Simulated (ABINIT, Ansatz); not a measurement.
# SrO (Fm-3m): modes at Γ and the response to a field

Wanted: the vibrations of SrO (Fm-3m) at Γ, by two programs.

Program: ABINIT 10.8.3. Level of theory: DFT LDA, scalar-relativistic, plane waves, PseudoDojo norm-conserving pseudopotentials. Results are calculated unless marked as measured.

The database entry behind the starting cell differs from later determinations by our own check (about 0.5 % short), so it need not match the best structure at ambient conditions.

## Step 1: Set-up

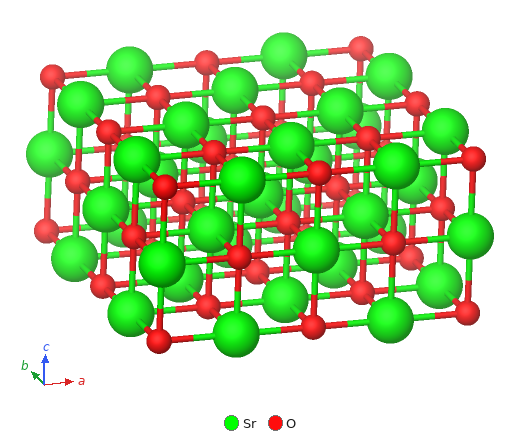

Start, viewed slightly off an axis; strontium green, oxygen red. 2×2×1 cells are drawn. This picture shows the conventional cell, with its axes. Some periodic images of atoms are drawn too.

## Step 2: Relaxing the cell and atoms

The harmonic expansion needs vanishing forces, and a free crystal bears no stress, so cell and atoms are brought to rest. Stress is more sensitive to the basis than forces are: the last 3 Ha under the cutoff are smoothed with ecutsm, and the cutoff is raised above that of the later runs.

The starting cell comes from a relaxation made beforehand in Ansatz (LDA, PseudoDojo NC).

relax.abi

```
# relaxation
ionmov 2
optcell 2
dilatmx 1.08
ntime 40
tolmxf 1.0d-05
tolvrs 1.0d-14
prtwf 0
prtden 0
chksymtnons 0

# basis, mesh and filling
ecut 44.0
ecutsm 3.0
ngkpt 8 8 8
nshiftk 1
shiftk 0.0 0.0 0.0
istwfk *1
occopt 1
nband 8
nstep 100
diemac 9.0
prtebands 0
prtgsr 0
useylm 1

# cell and atoms
acell 3*1.0 Angstrom
rprim 
    0.0 2.530600117 2.530600117
    2.530600117 0.0 2.530600117
    2.530600117 2.530600117 0.0
ntypat 2
znucl 38 8
natom 2
typat 1 2
xred 
    0.5 0.5 0.5
    0.0 0.0 0.0
pp_dirpath "./pseudo"
pseudos "Sr.upf, O.upf"
```

Command:

```console
$ OMP_NUM_THREADS=1 mpirun -n 2 abinit relax.abi > relax.log
```

Numbers of over 12 decimals in the logs are rounded to 6 here.

relax.abo, the main output file:

```text
[banners, grids, parts of the stress and lines that vanish by symmetry left out]
- input  file    -> relax.abi
- output file    -> relax.abo
- root for input  files -> relaxi
[...]
Symmetries : space group Fm -3 m (#225); Bravais cF (face-center cubic)
[...]
mpw =        3860          nfft =       91125          nkpt =          29
[...]
== DATASET  1 ==================================================================
[...]
cutoff_energies: {ecut:  44.0, pawecutdg:  -1.0, }
[...]
ETOT  1  -50.751182641032    -5.075E+01 1.983E-01 7.924E+02
 ETOT  2  -50.718113522623     3.307E-02 9.036E-03 1.214E+03
 ETOT  3  -50.894032983712    -1.759E-01 3.371E-03 1.243E+02
 ETOT  4  -50.907936697407    -1.390E-02 7.090E-04 1.823E+01
 ETOT  5  -50.910441922080    -2.505E-03 5.307E-05 9.594E-03
[...]
At SCF step   14       vres2   =  3.74E-16 < tolvrs=  1.00E-14 =>converged.
[...]
sigma(1 1)=  5.00524675E-07  sigma(3 2)=  0.00000000E+00
  sigma(2 2)=  5.00524675E-07  sigma(3 1)=  0.00000000E+00
  sigma(3 3)=  5.00524675E-07  sigma(2 1)=  0.00000000E+00
[...]
convergence: {deltae:  7.816E-13, res2:  3.739E-16, residm:  2.032E-17, diffor: null, }
etotal    :  -5.09104464E+01
[...]
ETOT  1  -50.910446408735    -5.091E+01 9.245E-11 2.197E-04
[...]
At SCF step    9       vres2   =  4.33E-17 < tolvrs=  1.00E-14 =>converged.
[...]
sigma(1 1)=  3.40369046E-07  sigma(3 2)=  0.00000000E+00
  sigma(2 2)=  3.40369046E-07  sigma(3 1)=  0.00000000E+00
  sigma(3 3)=  3.40369046E-07  sigma(2 1)=  0.00000000E+00
[...]
convergence: {deltae: -9.166E-13, res2:  4.333E-17, residm:  2.267E-19, diffor: null, }
etotal    :  -5.09104464E+01
[...]
ETOT  1  -50.910446299606    -5.091E+01 4.075E-09 9.919E-04
[...]
ETOT  8  -50.910446444529     2.643E-12 3.193E-17 6.622E-14
 ETOT  9  -50.910446444530    -7.745E-13 9.616E-19 1.218E-16
 At SCF step    9       vres2   =  1.22E-16 < tolvrs=  1.00E-14 =>converged.
[...]
sigma(1 1)= -7.01621070E-11  sigma(3 2)=  0.00000000E+00
  sigma(2 2)= -7.01621018E-11  sigma(3 1)=  0.00000000E+00
  sigma(3 3)= -7.01621044E-11  sigma(2 1)=  0.00000000E+00
[...]
convergence: {deltae: -7.745E-13, res2:  1.218E-16, residm:  9.616E-19, diffor: null, }
etotal    :  -5.09104464E+01
[...]
At Broyd/MD step   3, gradients are converged :
[...]
sigma(1 1)= -7.01621070E-11  sigma(3 2)=  0.00000000E+00
  sigma(2 2)= -7.01621018E-11  sigma(3 1)=  0.00000000E+00
  sigma(3 3)= -7.01621044E-11  sigma(2 1)=  0.00000000E+00
[...]
- sigma(1 1)= -2.06424046E-06  sigma(3 2)=  0.00000000E+00
- sigma(2 2)= -2.06424030E-06  sigma(3 1)=  0.00000000E+00
- sigma(3 3)= -2.06424038E-06  sigma(2 1)=  0.00000000E+00
[...]
fcart     -0.0000000000E+00 -0.0000000000E+00 -0.0000000000E+00
           strten     -7.0162107027E-11 -7.0162101823E-11 -7.0162104425E-11
================================================================================

[key lines of the parts left out:]
pressure_GPa:   2.0642E-06
Total energy (etotal) [Ha]= -5.09104464445296E+01
```

Elapsed: 56 s, on 2 MPI ranks of Arm Neoverse V1, shared host; 1.9 min of CPU time.

Little changed from the start: no atom moved by 0.005 Å and no cell edge by 0.1 %.

This step gave:

```yaml
volume_per_atom: 16.20 Å³
pressure: 2.06e-6 GPa
```

## Step 3: Self-consistent run for the response

The response is built on these wavefunctions, so the potential is converged far more tightly than an energy would need. The mesh is shifted off Γ, since shifted meshes converge sums over the zone faster.

gs.abi

```
# ground state
tolvrs 1.0d-16
prtden 1
prtwf 1

# basis, mesh and filling
ecut 36.0
ngkpt 6 6 6
nshiftk 4
shiftk 
    0.5 0.5 0.5
    0.5 0.0 0.0
    0.0 0.5 0.0
    0.0 0.0 0.5
istwfk *1
occopt 1
nband 8
nstep 100
diemac 9.0
prtebands 0
prtgsr 0
useylm 1

# cell and atoms
acell 3*1.0 Angstrom
rprim 
    0.0 2.530481375 2.530481375
    2.530481375 0.0 2.530481375
    2.530481375 2.530481375 0.0
ntypat 2
znucl 38 8
natom 2
typat 1 2
xred 
    0.5 0.5 0.5
    0.0 0.0 0.0
pp_dirpath "./pseudo"
pseudos "Sr.upf, O.upf"
```

Command:

```console
$ OMP_NUM_THREADS=1 mpirun -n 2 abinit gs.abi > gs.log
```

gs.abo, the main output file:

```text
[banners, grids, parts of the stress and lines that vanish by symmetry left out]
- input  file    -> gs.abi
- output file    -> gs.abo
- root for input  files -> gsi
[...]
Symmetries : space group Fm -3 m (#225); Bravais cF (face-center cubic)
[...]
mpw =        2268          nfft =       64000          nkpt =          28
[...]
== DATASET  1 ==================================================================
[...]
cutoff_energies: {ecut:  36.0, pawecutdg:  -1.0, }
[...]
ETOT  1  -50.761274436842    -5.076E+01 1.753E-01 4.926E+02
 ETOT  2  -50.774165616383    -1.289E-02 2.833E-03 5.998E+02
 ETOT  3  -50.892246943072    -1.181E-01 2.958E-03 9.260E+01
 ETOT  4  -50.907972609396    -1.573E-02 6.653E-04 1.025E+01
 ETOT  5  -50.910074145110    -2.102E-03 3.477E-05 6.279E-02
[...]
ETOT 14  -50.910089099163     4.690E-13 1.363E-18 7.636E-15
 ETOT 15  -50.910089099164    -1.414E-12 6.918E-20 1.884E-17
 At SCF step   15       vres2   =  1.88E-17 < tolvrs=  1.00E-16 =>converged.
[...]
sigma(1 1)=  1.97758476E-05  sigma(3 2)=  0.00000000E+00
  sigma(2 2)=  1.97758476E-05  sigma(3 1)=  0.00000000E+00
  sigma(3 3)=  1.97758476E-05  sigma(2 1)=  0.00000000E+00
[...]
convergence: {deltae: -1.414E-12, res2:  1.884E-17, residm:  6.918E-20, diffor: null, }
etotal    :  -5.09100891E+01
[...]
sigma(1 1)=  1.97758476E-05  sigma(3 2)=  0.00000000E+00
  sigma(2 2)=  1.97758476E-05  sigma(3 1)=  0.00000000E+00
  sigma(3 3)=  1.97758476E-05  sigma(2 1)=  0.00000000E+00
[...]
- sigma(1 1)=  5.81825525E-01  sigma(3 2)=  0.00000000E+00
- sigma(2 2)=  5.81825525E-01  sigma(3 1)=  0.00000000E+00
- sigma(3 3)=  5.81825525E-01  sigma(2 1)=  0.00000000E+00
[...]
fcart     -0.0000000000E+00 -0.0000000000E+00 -0.0000000000E+00
           strten      1.9775847645E-05  1.9775847645E-05  1.9775847645E-05
================================================================================

[key lines of the parts left out:]
pressure_GPa:  -5.8183E-01
```

The job ended after 16 s (2 MPI ranks; 31 s of CPU time).

Numbers from this step:

```yaml
pressure: -0.5818 GPa
```

The cell stands at -0.58 GPa: the relaxation ran with a smoothed and higher cutoff and on another k mesh.

## Step 4: The gap at rest

Empty bands on the ground state's density check that the gap assumed so far is there in this cell.

gap.abi

```
# empty bands on the ground state's density
iscf -2
getden_filepath "gso_DEN"
tolwfr 1.0d-12
nbdbuf 2
prtwf 0

# basis, mesh and filling
ecut 36.0
ngkpt 8 8 8
nshiftk 1
shiftk 0.0 0.0 0.0
istwfk *1
occopt 1
nband 12
nstep 100
diemac 9.0
prtebands 0
prtgsr 0
useylm 1

# cell and atoms
acell 3*1.0 Angstrom
rprim 
    0.0 2.530481375 2.530481375
    2.530481375 0.0 2.530481375
    2.530481375 2.530481375 0.0
ntypat 2
znucl 38 8
natom 2
typat 1 2
xred 
    0.5 0.5 0.5
    0.0 0.0 0.0
pp_dirpath "./pseudo"
pseudos "Sr.upf, O.upf"
```

Command:

```console
$ OMP_NUM_THREADS=1 mpirun -n 2 abinit gap.abi > gap.log
```

gap.abo, the main output file:

```text
[banners, grids, parts of the stress and lines that vanish by symmetry left out]
- input  file    -> gap.abi
- output file    -> gap.abo
- root for input  files -> gapi
[...]
Symmetries : space group Fm -3 m (#225); Bravais cF (face-center cubic)
[...]
mpw =        2276          nfft =       64000          nkpt =          29
[...]
== DATASET  1 ==================================================================
[...]
cutoff_energies: {ecut:  36.0, pawecutdg:  -1.0, }
[...]
-outvars: echo values of variables after computation
            acell      1.8897261259E+00  1.8897261259E+00  1.8897261259E+00 Bohr
================================================================================
```

Wall time 10 s (2 MPI ranks).

Read from the output:

```
gap on the k-mesh : 3.131 eV
```

In this cell the gap on the mesh is 3.1 eV, indirect (smallest direct 3.2 eV), so fixed occupations hold.

## Step 5: Linear response at Γ

The derivative of the wavefunctions by k comes first, since the response to a field is built on it; then the field and the displacements that symmetry doesn't supply are solved at q = 0.

It reads the wavefunctions written in step 3.

dfpt_gamma.abi

```
ndtset 2

# common to the responses
getwfk_filepath "gso_WFK"
kptopt 2
nqpt 1
qpt 0.0 0.0 0.0
asr 0
chneut 0

# d/dk
rfelfd1 2
rfdir1 1 1 1
iscf1 -3
tolwfr1 1.0d-20

# displacements, field
rfphon2 1
rfatpol2 1 2
rfdir2 1 1 1
rfelfd2 3
getddk2 1
tolvrs2 1.0d-10
prtwf2 0

# basis, mesh and filling
ecut 36.0
ngkpt 6 6 6
nshiftk 4
shiftk 
    0.5 0.5 0.5
    0.5 0.0 0.0
    0.0 0.5 0.0
    0.0 0.0 0.5
istwfk *1
occopt 1
nband 8
nstep 100
diemac 9.0
prtebands 0
prtgsr 0
useylm 1

# cell and atoms
acell 3*1.0 Angstrom
rprim 
    0.0 2.530481375 2.530481375
    2.530481375 0.0 2.530481375
    2.530481375 2.530481375 0.0
ntypat 2
znucl 38 8
natom 2
typat 1 2
xred 
    0.5 0.5 0.5
    0.0 0.0 0.0
pp_dirpath "./pseudo"
pseudos "Sr.upf, O.upf"
```

Command:

```console
$ OMP_NUM_THREADS=1 mpirun -n 2 abinit dfpt_gamma.abi > dfpt_gamma.log
```

dfpt_gamma.abo, the main output file:

```text
[banners, grids, parts of the stress and lines that vanish by symmetry left out]
- input  file    -> dfpt_gamma.abi
- output file    -> dfpt_gamma.abo
- root for input  files -> dfpt_gammai
[...]
DATASET    1 : space group Fm -3 m (#225); Bravais cF (face-center cubic)
[...]
nfft =       64000          nkpt =         432
[...]
DATASET    2 : space group Fm -3 m (#225); Bravais cF (face-center cubic)
[...]
nfft =       64000          nkpt =         432
[...]
== DATASET  1 ==================================================================
[...]
cutoff_energies: {ecut:  36.0, pawecutdg:  -1.0, }
[...]
-  8.00000   6.00000  201201                  znucl, zion, pspdat
[...]
Perturbation : derivative vs k along direction   1
[...]
-ETOT  1  -21.022044868405     -2.102E+01 4.346E-01 0.000E+00
 ETOT  2  -21.081578193407     -5.953E-02 1.666E-02 0.000E+00
 ETOT  3  -21.082714863648     -1.137E-03 3.371E-04 0.000E+00
 ETOT  4  -21.082749992890     -3.513E-05 3.134E-05 0.000E+00
 ETOT  5  -21.082751398878     -1.406E-06 6.887E-07 0.000E+00
[...]
At SCF step   17   max residual=  1.00E-20 < tolwfr=  1.00E-20 =>converged.
[...]
Perturbation : derivative vs k along direction   2
[...]
-ETOT  1  -21.022044868090     -2.102E+01 4.346E-01 0.000E+00
[...]
At SCF step   17   max residual=  1.00E-20 < tolwfr=  1.00E-20 =>converged.
[...]
Perturbation : derivative vs k along direction   3
[...]
-ETOT  1  -21.022044867775     -2.102E+01 4.346E-01 0.000E+00
[...]
At SCF step   17   max residual=  1.00E-20 < tolwfr=  1.00E-20 =>converged.
[...]
1        1       1.0940264152    0.0000000000
     1        2       0.5470132076    0.0000000000
     1        3       0.5470132076    0.0000000000
     2        1       0.5470132076    0.0000000000
     2        2       1.0940264152    0.0000000000
     2        3       0.5470132076   -0.0000000000
     3        1       0.5470132076    0.0000000000
     3        2       0.5470132076   -0.0000000000
     3        3       1.0940264152    0.0000000000
[...]
== DATASET  2 ==================================================================
[...]
cutoff_energies: {ecut:  36.0, pawecutdg:  -1.0, }
[...]
Perturbation : displacement of atom   1   along direction   1
[...]
-ETOT  1   1.811537     -1.093E+03 6.948E+00 1.593E+02
[...]
At SCF step   10       vres2   =  2.48E-12 < tolvrs=  1.00E-10 =>converged.
[...]
Perturbation : displacement of atom   2   along direction   1
[...]
-ETOT  1   4.376161     -2.711E+03 1.949E+00 3.989E+03
[...]
At SCF step   10       vres2   =  8.24E-12 < tolvrs=  1.00E-10 =>converged.
[...]
Perturbation : homogeneous electric field along direction   1
[...]
-ETOT  1  -61.269260421358     -6.127E+01 2.707E+00 9.541E+03
[...]
ETOT  9  -64.431696664577     -1.502E-10 1.885E-10 4.363E-10
 ETOT 10  -64.431696664587     -9.706E-12 1.101E-11 3.991E-11
 At SCF step   10       vres2   =  3.99E-11 < tolvrs=  1.00E-10 =>converged.
[...]
Dielectric tensor, in cartesian coordinates,
[...]
1    4   1    4         3.8592782163        -0.0000000000
   1    4   2    4        -0.0000000000        -0.0000000000
   1    4   3    4        -0.0000000000        -0.0000000000
   2    4   1    4        -0.0000000000        -0.0000000000
   2    4   2    4         3.8592782163        -0.0000000000
   2    4   3    4        -0.0000000000        -0.0000000000
   3    4   1    4        -0.0000000000        -0.0000000000
   3    4   2    4        -0.0000000000        -0.0000000000
   3    4   3    4         3.8592782163        -0.0000000000
  Effective charges, in cartesian coordinates,
[...]
1    1   1    4         2.4754916530         0.0000000000
   2    1   1    4         0.0000000000         0.0000000000
   3    1   1    4        -0.0000000000         0.0000000000
   1    2   1    4        -2.4753188766         0.0000000000
   2    2   1    4         0.0000000000         0.0000000000
[...]
Effective charges, in cartesian coordinates,
[...]
2    4   1    2        -0.0000000000         0.0000000000
   3    4   1    2         0.0000000000         0.0000000000
   1    4   2    2        -0.0000000000         0.0000000000
   2    4   2    2        -2.4753187100         0.0000000000
   3    4   2    2         0.0000000000         0.0000000000
   1    4   3    2         0.0000000000         0.0000000000
   2    4   3    2         0.0000000000         0.0000000000
   3    4   3    2        -2.4753187100         0.0000000000
  Phonon wavevector (reduced coordinates) :  0.00000  0.00000  0.00000
 Phonon energies in Hartree :
[...]
Phonon frequencies in cm-1    :
-  2.237232E+00  2.237232E+00  2.237232E+00  2.170954E+02  2.170954E+02
-  2.170954E+02
  Phonon at Gamma, with non-analyticity in the
[...]
Phonon energies in Hartree :
[...]
Phonon frequencies in cm-1    :
-  2.237232E+00  2.237232E+00  2.237859E+00  2.170954E+02  2.170954E+02
-  4.746787E+02
  Phonon at Gamma, with non-analyticity in the
[...]
Phonon energies in Hartree :
[...]
Phonon frequencies in cm-1    :
-  2.237232E+00  2.237232E+00  2.237859E+00  2.170954E+02  2.170954E+02
-  4.746787E+02
  Phonon at Gamma, with non-analyticity in the
[...]
Phonon energies in Hartree :
[...]
Phonon frequencies in cm-1    :
-  2.237232E+00  2.237232E+00  2.237859E+00  2.170954E+02  2.170954E+02
-  4.746787E+02
[...]
fcart2     0.0000000000E+00  0.0000000000E+00  0.0000000000E+00
           strten2     0.0000000000E+00  0.0000000000E+00  0.0000000000E+00
================================================================================
```

It took 13 min on 2 MPI ranks.

Numbers from this step:

```yaml
miss_of_the_charge_sum_rule: 1.73e-4 e
largest_acoustic_frequency_at_the_zone_centre_before_the_sum_rule: 2.24 cm⁻¹
highest_optical_zone_centre_mode_no_lo_to_term: 217.1 cm⁻¹
lowest_optical_zone_centre_mode: 217.1 cm⁻¹
mean_high_frequency_dielectric_constant: 3.859
largest_born_charge_in_size_third_of_the_trace: 2.475 e
```

Born charge (rows field, columns displacement), before the sum rule (e), principal values of the symmetric part by kind of site:

```tsv
atom	atoms with these values	low	middle	high	mean
Sr1	1	2.48	2.48	2.48	2.48
O2	1	-2.48	-2.48	-2.48	-2.48
```

In full for Sr1:

```
2.48 0.00 0.00
0.00 2.48 0.00
0.00 0.00 2.48
```

High-frequency dielectric tensor:

```
3.86 0.00 0.00
0.00 3.86 0.00
0.00 0.00 3.86
```

The acoustic modes at Γ come out as far as 2.2 cm⁻¹ from zero, where they should vanish, a small numerical error; the Born charges miss their sum rule by 1.7e-4 e, which is good.

(Continued in part 2 of 2.)

[Host names and launcher messages were left out of these logs when they were recorded.]

[Logs are printed without paths, hosts, clocks, repeated set-up lines and the standing remarks that a program may print on its own settings, such as how far it seeks lower states.]

[Hosts, paths, dates, database ids (printed as entryN), source tags and the programs' standing remarks are cut or masked in the printed files.]
